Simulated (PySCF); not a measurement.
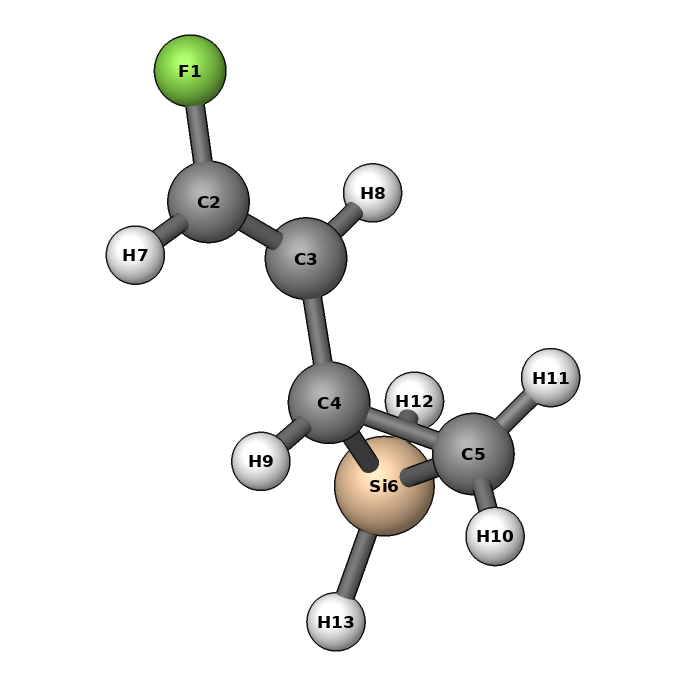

Every bond is drawn as one stick. The geometry was computed by an optimisation with PBE0-D3(BJ)/def2-SVP. No frequency run is at hand to confirm it as a minimum. Method: PBE0/6-31G (PySCF 2.14.0).

List the Mayer bond orders of F1–C2, C2–C3, C2–H7, C3–C4, C3–H8, C4–C5, C4–Si6, C4–H9, C5–Si6, C5–H10, C5–H11, Si6–H12, Si6–H13.

```
   bond  Mayer order  length (Å)
  F1–C2         0.85       1.334
  C2–C3         1.82       1.332
  C2–H7         0.92       1.095
  C3–C4         1.01       1.473
  C3–H8         0.92       1.096
  C4–C5         0.82       1.544
 C4–Si6         0.85       1.885
  C4–H9         0.93       1.097
 C5–Si6         0.91       1.856
 C5–H10         0.93       1.095
 C5–H11         0.93       1.096
Si6–H12         0.93       1.484
Si6–H13         0.92       1.484
```
